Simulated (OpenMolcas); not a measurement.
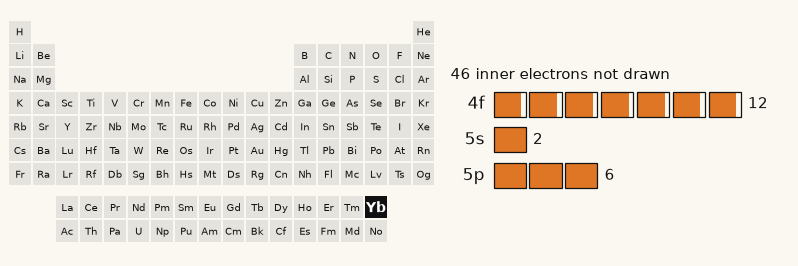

Left, the place of ytterbium in the periodic table; right, the outer shells of the leading configuration of the lowest level: a box for each of the 2l + 1 orbitals, shaded by the share of the shell that is filled, with the electron count at the right.

Multiconfigurational calculation: Yb⁴⁺ (part 1 of 2)

- system: Yb⁴⁺.
- method: state-averaged CASSCF, active space 12 electrons in the shell 4f, basis ANO-R3, X2C scalar Hamiltonian, spin-orbit coupling by RASSI with atomic mean-field integrals (OpenMolcas)

### The program's output (extracts)
```
--- SEWARD ---
Basis set label: YB.ANO-R...9S8P5D5F3G2H.

      Electronic valence basis set:
      ------------------
      Associated Effective Charge  70.000000 au
      Associated Actual Charge     70.000000 au
      Nuclear Model: Finite nucleus - Gaussian distribution
        Gaussian exponent, Xi/bohr**(-2):  1.53143E+08

      Shell  nPrim  nBasis  Cartesian Spherical Contaminant
         s      25       9        X
         p      20       8        X
         d      12       5                 X
         f      10       5                 X
         g       6       3                 X
         h       4       2                 X
                  Relativistic X2C integrals
                  Atomic mean-field integrals
--- RASSCF ---
Wave function specifications:
      -----------------------------

      Number of closed shell electrons          54
      Number of electrons in active shells      12
      Max number of holes in RAS1 space          0
      Max nr of electrons in RAS3 space          0
      Number of inactive orbitals               27
      Number of active orbitals                  7
      Number of secondary orbitals             108
      Spin quantum number                      1.0
      State symmetry                             1
Orbital specifications:
      -----------------------

      Symmetry species                           1   2
                                                ag  au
      Frozen orbitals                            0   0
      Inactive orbitals                         15  12
      Active orbitals                            0   7
      RAS1 orbitals                              0   0
      RAS2 orbitals                              0   7
      RAS3 orbitals                              0   0
      Secondary orbitals                        46  62
      Deleted orbitals                           0   0
      Number of basis functions                 61  81
      Number of CSFs                            21
      Number of root(s) required                21
      Iter CI   SX   CI       RASSCF       Energy    max ROT     max BLB   max BLB  Level Ln srch  Step   QN
          iter iter root      energy       change     param      element    value   shift minimum  type update
 Nr of preliminary CI iterations:   1
      Total energies have been shifted. Add               -14000.00 au
        1   1   12    0   -51.08454150    0.00E+00  -1.10E-01*  13  32 2  9.51E-01*  0.00   0.00    SX    NO
        2   1   14    0   -51.51372478   -4.29E-01*  7.29E-02   18  37 2 -6.00E-01*  0.00   0.00    SX    NO
        3   1   13    0   -51.55009816   -3.64E-02* -7.63E-02   16  35 2  6.37E-01*  0.00   0.00    SX    NO
        4   1   13    0   -51.59007904   -4.00E-02*  7.35E-02   13  32 2 -5.56E-01*  0.00   0.00    SX    NO
        5   1   13    0   -51.58752898    2.55E-03* -2.22E-02   13  32 2  5.97E-01*  0.00   0.50    LS   YES
        6   1   13    0   -51.81107650   -2.24E-01*  2.83E-02   19  38 2  2.36E-01*  0.00   1.65    SX   YES
        7   1   13    0   -51.82827861   -1.72E-02*  2.23E-02   19  38 2 -1.74E-01*  0.00   0.57    SX   YES
        8   1   13    0   -51.83419336   -5.91E-03*  2.00E-02   19  38 2  1.55E-01*  0.00   0.54    SX   YES
        9   1   13    0   -51.83814842   -3.96E-03* -1.80E-02   19  38 2 -1.34E-01*  0.00   0.53    SX   YES
       10   1   13    0   -51.84004482   -1.90E-03*  1.68E-02   19  38 2  1.27E-01*  0.00   0.52    SX   YES
        ...
       25   1   12    0   -51.85105485   -5.26E-03* -2.66E-03   16  35 2 -3.87E-02*  0.00   0.70    QN   YES
       26   1    9    0   -51.85221622   -1.16E-03* -3.72E-05   19  45 2  3.52E-04*  0.00   1.00    QN   YES
       27   1    8    0   -51.85221635   -1.36E-07* -8.53E-06   15  18 1 -5.69E-05   0.00   1.09    QN   YES
       28   1    4    0   -51.85221636   -2.99E-09  -4.08E-07   19  38 2  3.80E-06   0.00   1.01    QN   YES
      Convergence after 28 iterations
       29   1    4    0   -51.85221636   -4.37E-11  -4.08E-07    3  18 1  6.18E-07   0.00   1.01    QN   YES
      Natural orbitals and occupation numbers for root  1
      sym 2:   1.936838   1.362499   1.936838   2.000000   1.362499   1.700663   1.700663
      Natural orbitals and occupation numbers for root  2
      sym 2:   2.000000   1.662130   1.380286   1.957583   1.662130   1.957583   1.380286
      Natural orbitals and occupation numbers for root  3
      sym 2:   1.985422   2.000000   1.422853   1.985422   1.591725   1.591725   1.422853
::    RASSCF root number  1 Total energy: -14051.89139597
::    RASSCF root number  2 Total energy: -14051.89139597
::    RASSCF root number  3 Total energy: -14051.89139597
::    RASSCF root number  4 Total energy: -14051.89139597
::    RASSCF root number  5 Total energy: -14051.89139597
::    RASSCF root number  6 Total energy: -14051.89139597
::    RASSCF root number  7 Total energy: -14051.89139597
::    RASSCF root number  8 Total energy: -14051.89139597
::    RASSCF root number  9 Total energy: -14051.89139597
::    RASSCF root number 10 Total energy: -14051.89139597
::    RASSCF root number 11 Total energy: -14051.89139597
::    RASSCF root number 12 Total energy: -14051.85221636
::    RASSCF root number 13 Total energy: -14051.85221636
::    RASSCF root number 14 Total energy: -14051.85221636
::    RASSCF root number 15 Total energy: -14051.85221636
::    RASSCF root number 16 Total energy: -14051.85221636
::    RASSCF root number 17 Total energy: -14051.85221636
::    RASSCF root number 18 Total energy: -14051.85221636
::    RASSCF root number 19 Total energy: -14051.70855778
::    RASSCF root number 20 Total energy: -14051.70855778
::    RASSCF root number 21 Total energy: -14051.70855778
--- RASSCF ---
Wave function specifications:
      -----------------------------

      Number of closed shell electrons          54
      Number of electrons in active shells      12
      Max number of holes in RAS1 space          0
      Max nr of electrons in RAS3 space          0
      Number of inactive orbitals               27
      Number of active orbitals                  7
      Number of secondary orbitals             108
      Spin quantum number                      0.0
      State symmetry                             1
Orbital specifications:
      -----------------------

      Symmetry species                           1   2
                                                ag  au
      Frozen orbitals                            0   0
      Inactive orbitals                         15  12
      Active orbitals                            0   7
      RAS1 orbitals                              0   0
      RAS2 orbitals                              0   7
      RAS3 orbitals                              0   0
      Secondary orbitals                        46  62
      Deleted orbitals                           0   0
      Number of basis functions                 61  81
      Number of CSFs                            28
      Number of root(s) required                28
      Iter CI   SX   CI       RASSCF       Energy    max ROT     max BLB   max BLB  Level Ln srch  Step   QN
          iter iter root      energy       change     param      element    value   shift minimum  type update
 Nr of preliminary CI iterations:   1
      Total energies have been shifted. Add               -14000.00 au
        1   1    6    0   -51.75987819    0.00E+00   1.39E-03   15  34 2 -7.85E-03*  0.00   0.00    SX    NO
        2   1   11    0   -51.75990975   -3.16E-05* -8.26E-04   15  34 2  5.56E-03*  0.00   0.00    SX    NO
        3   1   11    0   -51.75990123    8.52E-06* -1.05E-03   15  34 2 -7.00E-03*  0.00   0.00    SX    NO
        4   1   11    0   -51.75988826    1.30E-05* -1.20E-03   15  34 2  8.05E-03*  0.00   0.00    SX    NO
        5   1   11    0   -51.75987078    1.75E-05* -9.77E-04   15  34 2 -9.37E-03*  0.00   0.46    SX   YES
        6   1   11    0   -51.75992067   -4.99E-05* -3.27E-04   15  34 2  4.75E-03*  0.00   0.66    QN   YES
        7   1    5    0   -51.75993786   -1.72E-05* -1.22E-06   15  34 2  1.40E-05   0.00   1.00    QN   YES
        8   1    2    0   -51.75993786   -1.49E-10  -5.95E-08   11  25 2  4.65E-07   0.00   1.00    QN   YES
      Convergence after  8 iterations
        9   1    2    0   -51.75993786   -3.64E-12  -5.95E-08   11  31 2 -2.55E-07   0.00   1.00    QN   YES
      Natural orbitals and occupation numbers for root  1
      sym 2:   1.174357   1.973098   1.582935   1.450028   1.993293   1.976185   1.850104
      Natural orbitals and occupation numbers for root  2
      sym 2:   1.852244   1.922201   1.967455   1.321450   1.999996   1.102682   1.833972
      Natural orbitals and occupation numbers for root  3
      sym 2:   1.875508   1.959818   1.865782   1.997862   1.011608   1.489798   1.799623
::    RASSCF root number  1 Total energy: -14051.84651644
::    RASSCF root number  2 Total energy: -14051.84651644
::    RASSCF root number  3 Total energy: -14051.84651644
::    RASSCF root number  4 Total energy: -14051.84651644
::    RASSCF root number  5 Total energy: -14051.84651644
::    RASSCF root number  6 Total energy: -14051.84651644
::    RASSCF root number  7 Total energy: -14051.84651644
::    RASSCF root number  8 Total energy: -14051.84651644
::    RASSCF root number  9 Total energy: -14051.84651644
::    RASSCF root number 10 Total energy: -14051.75317930
::    RASSCF root number 11 Total energy: -14051.75317930
::    RASSCF root number 12 Total energy: -14051.75317930
::    RASSCF root number 13 Total energy: -14051.75317930
::    RASSCF root number 14 Total energy: -14051.75317930
::    RASSCF root number 15 Total energy: -14051.72387955
::    RASSCF root number 16 Total energy: -14051.72387955
::    RASSCF root number 17 Total energy: -14051.72387955
::    RASSCF root number 18 Total energy: -14051.72387955
::    RASSCF root number 19 Total energy: -14051.72387955
::    RASSCF root number 20 Total energy: -14051.72387955
::    RASSCF root number 21 Total energy: -14051.72387955
::    RASSCF root number 22 Total energy: -14051.72387955
::    RASSCF root number 23 Total energy: -14051.72387955
::    RASSCF root number 24 Total energy: -14051.72387955
::    RASSCF root number 25 Total energy: -14051.72387955
::    RASSCF root number 26 Total energy: -14051.72387955
::    RASSCF root number 27 Total energy: -14051.72387955
::    RASSCF root number 28 Total energy: -14051.48328141
```

(Continued in part 2.) Outcome of the run: converged.
